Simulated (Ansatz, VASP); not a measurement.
# AlGaAsN in two plane-wave programs

Wanted: the spread between two codes on one cell, functional and k mesh. The cell is invented: As first built, before any earlier steps moved the atoms (in the runner's words): it takes the AlGaN2 structure with some of its atoms replaced by other elements, volume scaled by an estimate. It may not be a known or stable phase. The cell is taken from a series of VASP runs on this material, whose earlier steps may have relaxed, scaled or displaced it; both programs get it as it stands. Valence electrons are named where the data sets of a main pair hold unlike numbers.

Calculated with Ansatz 0.2.0; plane waves, with VASP 6.6.1 beside it; band structure at r2SCAN.

## Step 1: Set-up

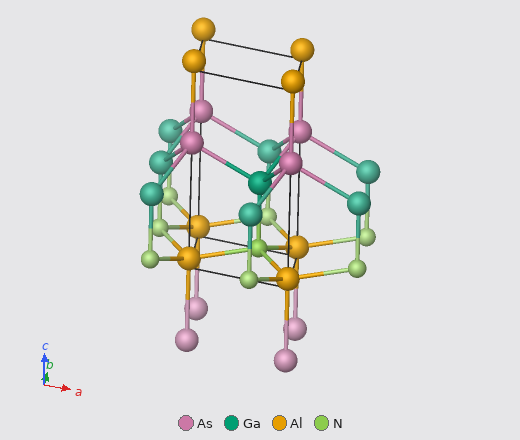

The cell as given, slightly off an axis (arsenic pink, gallium teal, aluminium orange, nitrogen green). Some periodic images of atoms are drawn too.

## Step 2: Ansatz: band structure, r2SCAN

Ansatz runs on its default PAW (the set named soft_2) files.

With cell and atoms fixed, the geometry can't cause a difference; cores, projectors, grids and the points listed under the comparison can.

File input.yaml:

```yaml
crystal:
  lattice:
    - [3.5327190379, 0.0, 0.0]
    - [-1.766359519, 3.0594241788, 0.0]
    - [0.0, 0.0, 6.0245879883]
  atoms:
    - { symbol: As, position: [0.0, 0.0, 0.6321345327] }
    - { symbol: Ga, position: [0.66666667, 0.33333333, 0.4440523102] }
    - { symbol: Al, position: [0.0, 0.0, 0.0462720779] }
    - { symbol: "N", position: [0.66666667, 0.33333333, 0.1139410893] }
hamiltonian:
  xc: r2scan
  pseudopotentials: { kind: paw }
kpoints:
  mp_grid: { grid: [7, 7, 4] }
  band_path:
    path:
      - [0.0, 0.0, 0.0]
      - [0.13333, 0.0, 0.0]
      - [0.3, 0.0, 0.0]
      - [0.46667, 0.0, 0.0]
      - [0.46667, 0.06667, 0.0]
      - [0.41111, 0.17778, 0.0]
      - [0.35556, 0.28889, 0.0]
      - [0.28889, 0.28889, 0.0]
      - [0.17778, 0.17778, 0.0]
      - [0.06667, 0.06667, 0.0]
      - [0.0, 0.0, 0.03333]
      - [0.0, 0.0, 0.2]
      - [0.0, 0.0, 0.36667]
      - [0.0, 0.0, 0.5]
      - [0.16667, 0.0, 0.5]
      - [0.3, 0.0, 0.5]
      - [0.46667, 0.0, 0.5]
      - [0.46667, 0.06667, 0.5]
      - [0.41111, 0.17778, 0.5]
      - [0.35556, 0.28889, 0.5]
      - [0.28889, 0.28889, 0.5]
      - [0.17778, 0.17778, 0.5]
      - [0.06667, 0.06667, 0.5]
      - [0.5, 0.0, 0.46667]
      - [0.5, 0.0, 0.3]
      - [0.5, 0.0, 0.13333]
      - [0.33333, 0.33333, 0.0]
      - [0.33333, 0.33333, 0.16667]
      - [0.33333, 0.33333, 0.33333]
      - [0.33333, 0.33333, 0.5]
    npoints: 1
scf:
  occupations: { method: fermi_dirac, width: 0.05 }
  n_extra_bands: 8
output:
  forces: true
  stress: true
  eigenvalues: true
```

Started as:

```console
> ansatz run input.yaml --threads 2 --pin off --max-ram 4608MiB --backend cpu --events-out ev --progress --plain --runs-dir out
```

Numbers of over 12 decimals in the logs are rounded to 6 here.

The program printed:

```text
scf.n_extra_bands = 8 over 18 filled bands (N_el = 36.0): the run solves 26 bands
Engine: ansatz 0.2.0, x86_64-unknown-linux-gnu
Pseudopotentials: kind: paw
Pseudopotential: As, paw, valence charge 15, recommended cutoff 500 eV (meta_gga), As.paw.azcp
Pseudopotential: Ga, paw, valence charge 13, recommended cutoff 500 eV (meta_gga), Ga.paw.azcp
Pseudopotential: Al, paw, valence charge 3, recommended cutoff 500 eV (meta_gga), Al.paw.azcp
Pseudopotential: N, paw, valence charge 5, recommended cutoff 500 eV (meta_gga), N.paw.azcp
Functional definition: r2SCAN
  parameter k0 = 0.174
  parameter k1 = 0.065
  parameter a1 = 4.9479
  exchange = r2scan_x(k0 = k0, k1 = k1, a1 = a1)
  correlation = r2scan_c
Crystal: 4 atoms, lattice volume = 65.114 Å³
Basis set: ecut = 500 eV, 1641 PW (Γ), exchange–correlation on 108×108×180 points (64 copies of the dense FFT grid, shifted against one another)
Bands: 26, of which v1, the nominal top of the filled ones, is band 18 counted from 1 (17 counted from 0)
Symmetry: 6 space group operations
Space group: P3m1 (ITA 156), of the structure as read, at distance tolerance 4.0e-5 Å
k-points: 28 of 196 (time reversal used)
Non-local potential: As, projectors of the file, l = 0: 2, l = 1: 2, l = 2: 3, l = 3: 1
Non-local potential: Ga, projectors of the file, l = 0: 2, l = 1: 2, l = 2: 3, l = 3: 1
Non-local potential: Al, projectors of the file, l = 0: 2, l = 1: 2, l = 2: 1
Non-local potential: N, projectors of the file, l = 0: 2, l = 1: 2, l = 2: 1
PAW form: soft (Blöchl's): semilocal exchange-correlation on the pseudo side does not see the compensation charge
PAW frozen core: As, regenerated for the run's functional (the file was generated under x = pbe(κ = 0.804, μ = 0.219515), c = pbe(β = 0.066725))
PAW frozen core: Ga, regenerated for the run's functional (the file was generated under x = pbe(κ = 0.804, μ = 0.219515), c = pbe(β = 0.066725))
PAW frozen core: Al, regenerated for the run's functional (the file was generated under x = pbe(κ = 0.804, μ = 0.219515), c = pbe(β = 0.066725))
PAW frozen core: N, regenerated for the run's functional (the file was generated under x = pbe(κ = 0.804, μ = 0.219515), c = pbe(β = 0.066725))
PAW one-centre angular grid: As, 590 points (default); XC on 160 Gauss nodes
PAW one-centre angular grid: Ga, 590 points (default); XC on 160 Gauss nodes
PAW one-centre angular grid: Al, 302 points (default); XC on 160 Gauss nodes
PAW one-centre angular grid: N, 302 points (default); XC on 160 Gauss nodes
Initial density: superposition of atomic densities (neutral atoms: chi_scale 0, normalization atom), corrected by the library's trained network
Initial wavefunctions: pseudopotential atomic-orbital guess
Functional: x = r2scan, c = r2scan; τ floored in thin density (d = 2e-4 eV/Å³)
SCF iter   1: F=—  HF=-9581.827059 eV  |F-HF|=—  |Δ(HF+E_count)|=         —  Δρ=8.84e-3  dr2=7.06e-2  dr2_τ=6.72e-2  ethr=1.77e-3  ⟨swp⟩=5.8  Hψ=3579  notcnv=0  defer=2
preconditioner: auto → Kerker (q_TF=auto, 2.472 Å⁻¹)  [metal: Δε(μ)=0.052 eV  Ē_g=16.118 eV  σ=0.050 eV  W_gap=0.24  n_scr=22 (ndim 8)  ℏωp=23.5 eV  f_vac=0.001  D(μ)=0.54/eV (n_scr^D=2)]
SCF iter   2: F=—  HF=-9581.879629 eV  |F-HF|=—  |Δ(HF+E_count)|=   5.26e-2  Δρ=4.56e-3  dr2=3.19e-2  dr2_τ=3.30e-4  ethr=1.96e-4  ⟨swp⟩=2.0  Hψ=1471  notcnv=0  defer=55
SCF iter   3: F=—  HF=-9581.874938 eV  |F-HF|=—  |Δ(HF+E_count)|=   4.69e-3  Δρ=2.81e-3  dr2=1.48e-2  dr2_τ=1.19e-4  ethr=8.86e-5  ⟨swp⟩=2.0  Hψ=807  notcnv=0  defer=55
SCF iter   4: F=—  HF=-9581.871597 eV  |F-HF|=—  |Δ(HF+E_count)|=   3.34e-3  Δρ=1.07e-3  dr2=2.15e-3  dr2_τ=7.74e-6  ethr=4.12e-5  ⟨swp⟩=2.3  Hψ=1016  notcnv=0  defer=55
SCF iter   5: F=—  HF=-9581.871405 eV  |F-HF|=—  |Δ(HF+E_count)|=   1.92e-4  Δρ=5.45e-4  dr2=6.02e-4  dr2_τ=6.39e-6  ethr=5.98e-6  ⟨swp⟩=2.1  Hψ=1168  notcnv=0  defer=55
SCF iter   6: F=—  HF=-9581.871207 eV  |F-HF|=—  |Δ(HF+E_count)|=   1.98e-4  Δρ=2.23e-4  dr2=9.44e-5  dr2_τ=1.62e-6  ethr=1.67e-6  ⟨swp⟩=2.0  Hψ=1171  notcnv=0  defer=55
SCF iter   7: F=—  HF=-9581.871199 eV  |F-HF|=—  |Δ(HF+E_count)|=   8.40e-6  Δρ=1.21e-4  dr2=1.25e-5  dr2_τ=7.15e-7  ethr=2.62e-7  ⟨swp⟩=2.0  Hψ=1027  notcnv=0  defer=55
SCF iter   8: F=—  HF=-9581.871200 eV  |F-HF|=—  |Δ(HF+E_count)|=   1.26e-6  Δρ=4.96e-5  dr2=2.12e-6  dr2_τ=1.74e-7  ethr=3.46e-8  ⟨swp⟩=2.0  Hψ=1037  notcnv=0  defer=55
SCF iter   9: F=—  HF=-9581.871200 eV  |F-HF|=—  |Δ(HF+E_count)|=   1.18e-9  Δρ=1.63e-5  dr2=2.40e-7  dr2_τ=1.41e-8  ethr=5.89e-9  ⟨swp⟩=2.0  Hψ=1034  notcnv=0  defer=55
SCF iter  10: F=-9581.871200 eV  HF=-9581.871200 eV  |F-HF|=4.02e-10  |Δ(HF+E_count)|=   8.43e-9  Δρ=3.35e-6  dr2=1.31e-8  dr2_τ=3.73e-10  ethr=2.78e-10  ⟨swp⟩=9.0  Hψ=3065  notcnv=0
SCF 1 converged in 10 iterations: F = -9581.871200 eV  dr2 = 1.31e-8
  greatest PAW one-centre occupation: 0.999 electrons in one spin orbital (limit 2), on the As atom at site 0 (counted from 0), in its partial waves of l = 2
NSCF: frozen V_eff on 30 k-points
SCF converged after 10 iterations
Free energy (F): -9581.871200 eV
Harris-Foulkes:  -9581.871200 eV  (|F-HF|=4.02e-10)
Internal energy: -9581.869113 eV  (E = F + TS)
E sigma→0 (E₀):  -9581.870157 eV
Entropy (-TS):   -0.002087 eV (-0.522 meV/atom)
Fermi energy:    9.742568 eV
--- Per-component energies (eV) ---
  E_band       = -292.078169
  E_kinetic    = 373.275457
  E_local      = -4770.238231  (includes V_loc(G=0)·N_el)
  E_nonlocal   = -189.443133
  E_hartree    = 2384.442614
  E_xc         = -234.298190
  E_vxc        = -261.745770  (∫ρ·V_xc dr)
  E_paw        = -4452.633872  (= ΣΔE_a)
  E_vpaw       = -226.736851  (= ΣTr[D̂ρ^β])
  E_aug_tail   = -0.000031  (compensation charges beyond the density's cutoff)
  E_vtau       = 13.925353  (kinetic-family band-sum trace: ∫τ·v_τ [+ j·A + Jᵃ·Aᵃ] dr)
  E_ewald      = -2690.773576
  E_core_change = -2.200150  (= ΣΔE_core)
  E_smearing   = -0.002087  (= −TS)
  E_closure    = -0.000000  (closes the sum)
  Σ components = -9581.871200   (vs F -9581.871200, Δ=0.00e0)
--- Forces (eV/Å), atoms counted from 1 ---
  atom   1  As     0.00000000     0.00000000    -0.22131049
  atom   2  Ga     0.00000000    -0.00000000     0.14866206
  atom   3  Al     0.00000000     0.00000000    -0.15406669
  atom   4  N      0.00000000     0.00000000     0.22678416
  max |Σ_I F_I| component: 6.90e-5 eV/Å
--- Stress (GPa, compression-positive) ---
       -1.221051       0.000000      -0.000000
        0.000000      -1.221051      -0.000000
        0.000000      -0.000000      -2.508701
  P = ⅓ Tr σ = -1.6503 GPa (-16.503 kbar)
--- Band table (eV; the first three rows and the last of 28) ---
  k-point 0: bands = [... 14 lower, 5.4302, 7.1930, 8.6490, 9.9120, 9.9120, 13.4550, 14.8353, 14.8353, ... 4 higher]
  k-point 1: bands = [... 14 lower, 5.4449, 5.6767, 9.8188, 9.8626, 9.8626, 13.5760, 14.2964, 14.9247, ... 4 higher]
  k-point 2: bands = [... 14 lower, 5.4598, 5.4598, 9.8133, 9.8133, 10.6439, 13.1010, 14.2319, 15.1195, ... 4 higher]
  k-point 27: bands = [... 14 lower, 3.4424, 4.9409, 5.6584, 6.7001, 11.3590, 12.1848, 12.7936, 14.9938, ... 4 higher]
```

Wall time 5.7 s (2 threads of AMD EPYC 9R14 (Zen 4), shared host); peak memory 0.54 GiB; 10 s of CPU time.

Reading the cycles: dr2 is the Hartree energy of the density residual (eV), the measure of convergence; HF is the Harris–Foulkes estimate of the energy, which meets the free energy F at convergence.

## Step 3: VASP: band structure, r2SCAN

The same cell, functional, mesh and smearing now go to VASP, with its own data sets.

Lines of VASP's logs that name or quote its potential files are left out, and so is its time.

File INCAR:

```
SYSTEM = AlGaAsN
PREC = Accurate
ENCUT = 520
EDIFF = 1E-06
NELM = 100
ISMEAR = -1
SIGMA = 0.05
LREAL = .FALSE.
ALGO = Normal
METAGGA = R2SCAN
LASPH = .TRUE.
NBANDS = 27
LORBIT = 11
LWAVE = .FALSE.
LCHARG = .FALSE.
KPAR = 2
```

File POSCAR:

```
AlGaAsN
1.0
    3.5327190379      0.0000000000      0.0000000000
   -1.7663595190      3.0594241788      0.0000000000
    0.0000000000      0.0000000000      6.0245879883
As Ga Al N
1 1 1 1
Direct
    0.0000000000      0.0000000000      0.6321345327
    0.6666666700      0.3333333300      0.4440523102
    0.0000000000      0.0000000000      0.0462720779
    0.6666666700      0.3333333300      0.1139410893
```

File KPOINTS:

```
Automatic mesh
0
Gamma
7 7 4
0 0 0
```

File KPOINTS_OPT:

```
Line mode
16
Line-mode
Reciprocal
  0.00000000   0.00000000   0.00000000 GAMMA
  0.50000000   0.00000000   0.00000000 M

  0.50000000   0.00000000   0.00000000 M
  0.33333333   0.33333333   0.00000000 K

  0.33333333   0.33333333   0.00000000 K
  0.00000000   0.00000000   0.00000000 GAMMA

  0.00000000   0.00000000   0.00000000 GAMMA
  0.00000000   0.00000000   0.50000000 A

  0.00000000   0.00000000   0.50000000 A
  0.50000000   0.00000000   0.50000000 L

  0.50000000   0.00000000   0.50000000 L
  0.33333333   0.33333333   0.50000000 H

  0.33333333   0.33333333   0.50000000 H
  0.00000000   0.00000000   0.50000000 A

  0.50000000   0.00000000   0.50000000 L
  0.50000000   0.00000000   0.00000000 M

  0.33333333   0.33333333   0.00000000 K
  0.33333333   0.33333333   0.50000000 H
```

PAW data sets: As, Ga_d, Al and N (PBE family, release 64).

Started as:

```console
> mpirun -np 2 vasp_std
```

The program printed:

```text
[banner, memory and clock lines left out]
running    2 mpi-ranks, on    1 nodes
 distrk:  each k-point on    1 cores,    2 groups
 distr:  one band on    1 cores,    1 groups

 POSCAR found type information on POSCAR AsGaAlN
 POSCAR found :  4 types and       4 ions
|                                                                             |
|               ----> ADVICE to this user running VASP <----                  |
|                                                                             |
|     You enforced a specific xc type in the INCAR file but a different       |
|     [... a line on the potential file left out ...]
|     I HOPE YOU KNOW WHAT YOU ARE DOING!                                     |
|                                                                             |

 LDA part: xc-table for (None), standard interpolation
 POSCAR, INCAR and KPOINTS ok, starting setup
 FFT: planning ... GRIDC
 FFT: planning ... GRID_SOFT
 FFT: planning ... GRID
 WAVECAR not read
 entering main loop
       N       E                     dE             d eps       ncg     rms          rms(c)
DAV:   1     0.163314451277E+03    0.16331E+03   -0.11344E+04  1681   0.126E+03
DAV:   2    -0.236353726070E+02   -0.18695E+03   -0.17006E+03  1672   0.384E+02
DAV:   3    -0.494361499383E+02   -0.25801E+02   -0.25321E+02  1874   0.955E+01
DAV:   4    -0.502338224496E+02   -0.79767E+00   -0.79632E+00  1789   0.182E+01
DAV:   5    -0.502483273658E+02   -0.14505E-01   -0.14502E-01  1991   0.240E+00    0.863E+00
DAV:   6    -0.437519417068E+02    0.64964E+01   -0.67423E+00  2110   0.208E+01    0.389E+00
DAV:   7    -0.438598604683E+02   -0.10792E+00   -0.96482E-01  1719   0.688E+00    0.271E+00
DAV:   8    -0.438788195787E+02   -0.18959E-01   -0.16103E-01  2064   0.331E+00    0.767E-01
DAV:   9    -0.438811706764E+02   -0.23511E-02   -0.33252E-02  1904   0.146E+00    0.295E-01
DAV:  10    -0.438818865736E+02   -0.71590E-03   -0.32921E-03  1755   0.341E-01    0.779E-02
DAV:  11    -0.438819521328E+02   -0.65559E-04   -0.19784E-04  1869   0.139E-01    0.534E-02
DAV:  12    -0.438819375304E+02    0.14602E-04   -0.76966E-05  2069   0.551E-02    0.148E-02
DAV:  13    -0.438819425491E+02   -0.50187E-05   -0.12809E-05  1713   0.225E-02    0.694E-03
DAV:  14    -0.438819431641E+02   -0.61498E-06   -0.11546E-06  1223   0.584E-03
   1 F= -.43881943E+02 E0= -.43880921E+02  d E =-.204405E-02
 Start KPOINTS_OPT (optional k-point list driver)
k-point batch [1-28\144]
       N       E                     dE             ncg
DAV:   1     0.263448324844E+04   -0.15983E+05     1693
DAV:   2    -0.239878635964E+04   -0.50333E+04     1683
DAV:   3    -0.306088312577E+04   -0.66210E+03     1866
DAV:   4    -0.307979835326E+04   -0.18915E+02     1786
DAV:   5    -0.308015986934E+04   -0.36152E+00     2087
DAV:   6    -0.308017351635E+04   -0.13647E-01     2019
DAV:   7    -0.308017368261E+04   -0.16626E-03     2137
DAV:   8    -0.308017368460E+04   -0.19972E-05     1521
DAV:   9    -0.308017368481E+04   -0.20446E-06     1242
[...]
k-point batch [141-144\144]
       N       E                     dE             ncg
DAV:   1     0.229817603710E+05   -0.37444E+04      249
DAV:   2     0.222815691194E+05   -0.70019E+03      232
DAV:   3     0.221893410799E+05   -0.92228E+02      277
DAV:   4     0.221867418520E+05   -0.25992E+01      237
DAV:   5     0.221866966103E+05   -0.45242E-01      296
DAV:   6     0.221866948421E+05   -0.17683E-02      277
DAV:   7     0.221866948288E+05   -0.13258E-04      288
DAV:   8     0.221866948286E+05   -0.26234E-06      189
```

[end of part 1 of 2]

[Lines on the potential files, build, host, timing and source positions are cut from VASP's logs without a mark.]

[Logs are printed without paths, hosts, clocks, repeated set-up lines and the standing remarks that a program may print on its own settings, such as how far it seeks lower states.]

[Hosts, paths, dates, database ids (printed as entryN), source tags and the programs' standing remarks are cut or masked in the printed files.]
